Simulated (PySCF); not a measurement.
```yaml
atoms:
  - { symbol: C, position_ang: [2.4888, 0.1481, -1.0144] }
  - { symbol: C, position_ang: [2.2587, 0.0968, 0.4832] }
  - { symbol: C, position_ang: [1.1392, 0.0062, 1.1140] }
  - { symbol: C, position_ang: [-0.2867, -0.1037, 1.2404] }
  - { symbol: C, position_ang: [-0.9801, -0.2100, -0.1535] }
  - { symbol: C, position_ang: [-2.4541, -0.4222, 0.0141] }
  - { symbol: F, position_ang: [-2.7739, -1.6338, 0.5613] }
  - { symbol: C, position_ang: [-3.3660, 0.4589, -0.2915] }
  - { symbol: S, position_ang: [-4.2953, 1.6358, -0.7405] }
  - { symbol: H, position_ang: [3.0925, -0.7069, -1.3142] }
  - { symbol: H, position_ang: [3.0331, 1.0567, -1.2648] }
  - { symbol: H, position_ang: [1.5503, 0.1323, -1.5589] }
  - { symbol: H, position_ang: [3.1861, 0.1454, 1.0491] }
  - { symbol: H, position_ang: [-0.5418, -0.9994, 1.8152] }
  - { symbol: H, position_ang: [-0.6887, 0.7683, 1.7644] }
  - { symbol: H, position_ang: [-0.5613, -1.0630, -0.6928] }
  - { symbol: H, position_ang: [-0.8077, 0.7025, -0.7221] }
```

Geometry: GFN2-xTB.

Level of theory: UKS B3LYP, pcH-1 on C F H S, non-relativistic, mean-field spin-orbit, GIAO in PySCF.

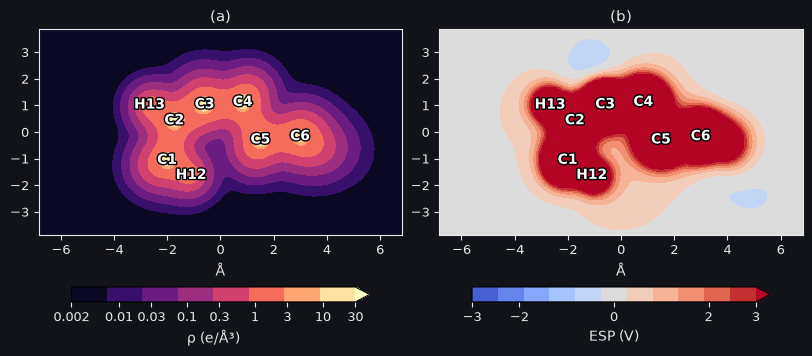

C$_{7}$H$_{8}$FS (SMILES C/C=[C]\CCC(F)=C=S) (doublet). (a) total electron density; (b) electrostatic potential on the plane of atoms C3, C4 and C5.

### What does the map show?

- The section cuts through C and H sites.
- C–C (1.29 Å): ρ at the midpoint is about 2.4 e/Å³.
- C–H (1.09 Å): ρ is about 2 e/Å³ halfway.
- C–C (1.44 Å): the density is about 1.9 e/Å³ at the midpoint.
- Outside the dense part of the molecule the potential is most negative (−0.5 V) near C3.
